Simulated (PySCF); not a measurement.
```xyz
17

C    -3.2145   -1.2021    0.4606
C    -1.9110   -0.6184    0.2360
C    -0.8224   -0.1376    0.0342
Si    0.8698    0.6176   -0.1804
N     0.9162    1.8715   -1.3714
Si    2.4127   -1.0118   -0.7725
P     1.3510    1.7568    1.7197
H    -3.3763   -1.3512    1.5281
H    -3.9908   -0.5415    0.0747
H    -3.2842   -2.1646   -0.0459
H     0.5621    2.7884   -1.1501
H     0.7394    1.6533   -2.3377
H     3.7735   -0.5018   -0.9480
H     2.0274   -1.6374   -2.0407
H     2.4862   -2.0871    0.2204
H     0.0290    1.9635    2.0682
H     1.4248    0.6144    2.4946
```

Geometry: GFN2-xTB.

Method: PySCF 2.14.0, PBE0/pcSseg-1, SCF density, gas phase, non-relativistic.

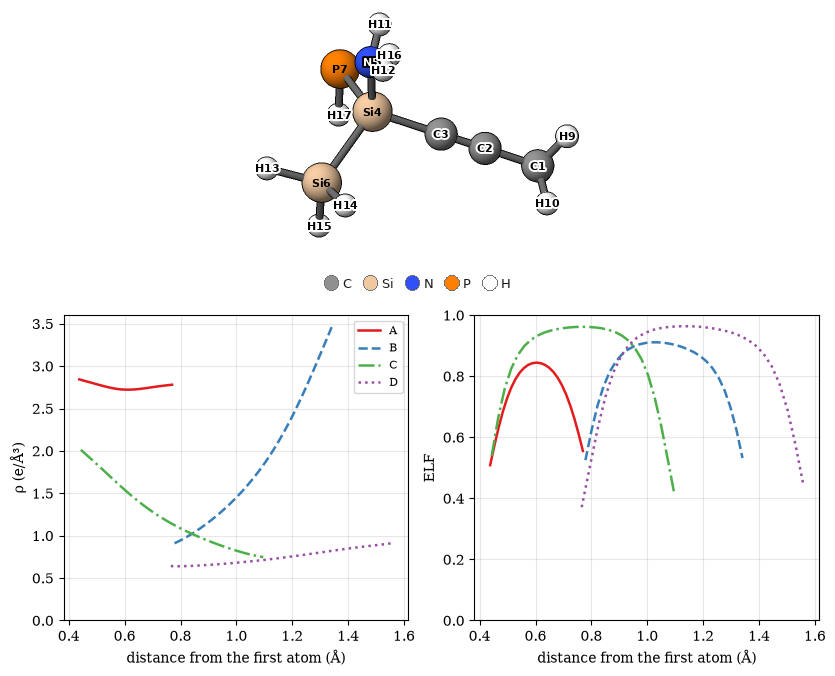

C₃H₁₀NPSi₂. Electron density and electron localisation function along straight lines between neighbouring atoms. The curves leave out the atomic cores. The structure is drawn too.

### Which curve belongs to which contact (C–C, C–Si, Si–N and Si–P)? The first atom named is at distance zero.

Curve A: C–C (1.21 Å): ρ at the midpoint is about 2.7 e/Å³; the ELF peaks at about 0.85 between the atoms: a short, multiple covalent bond. Curve B: Si–N (1.73 Å): ρ at the midpoint is about 1.1 e/Å³; the ELF peaks at about 0.90 between the atoms; a shared but strongly polarised pair. Curve C: C–Si (1.87 Å): ρ at the midpoint is about 0.9 e/Å³; the ELF peaks at about 0.95 between the atoms; a covalent bond. Curve D: Si–P (2.27 Å): ρ at the midpoint is about 0.73 e/Å³, with its minimum of 0.64 e/Å³ about 0.8 Å from Si; the ELF peaks at about 0.95 between the atoms, as expected for a covalent bond.
